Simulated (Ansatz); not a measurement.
# Al2F2H2S: the cost of one run

Program: Ansatz 0.2.0, Gaussian basis. Level of theory: the settings change from run to run. These are calculated values, not measurements.

## Step 1: The relaxed structure

The geometry comes from an earlier relaxation with PBE0-D4 in a triple-zeta def2 set; it is a stationary point, not always the lowest conformer.

SMILES `[F][Al]([F])[S][AlH2]`, 7 atoms, charge 0, spin multiplicity 1.

Atoms are counted from 1 here; the program's logs count them from 0.

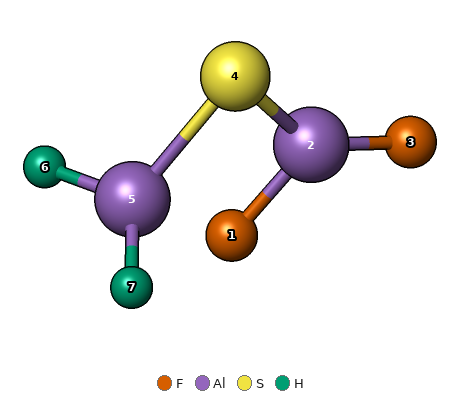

The geometry (fluorine orange, aluminium purple, sulfur yellow, hydrogen teal); atoms are numbered from 1 in the order of the file.

## Step 2: wB97M-V/cc-pVTZ

Options: charge +1, multiplicity 2.

Contents of in.yaml:

```yaml
crystal:
  periodic: [false, false, false]
  atoms:
    - {symbol: F, position_ang: [0.390829, -0.718030, 0.874585]}
    - {symbol: Al, position_ang: [0.291860, -1.282753, -0.757261]}
    - {symbol: F, position_ang: [0.749911, -2.825340, -1.001760]}
    - {symbol: S, position_ang: [-0.429245, 0.430939, -1.713170]}
    - {symbol: Al, position_ang: [-0.271093, 1.117642, 0.489565]}
    - {symbol: H, position_ang: [-1.648693, 1.178844, 1.258251]}
    - {symbol: H, position_ang: [0.977830, 2.030699, 0.804089]}
basis:
  gaussian: {orbitals: cc-pVTZ}
total_charge: 1
magnetization: {spin_polarized: true, initial_magnetization: 1}
hamiltonian: {xc: {name: wB97M-V}}
output: {forces: true}
```

Run with:

```
$ ansatz run in.yaml --threads 2 --pin off --events-out ev --progress --plain --max-ram 4352MiB
```

**Question.** How long does this run take on 2 threads of Arm Neoverse V1, shared host, and how much memory does it need?

About 50 s, with a peak of 0.92 GiB.
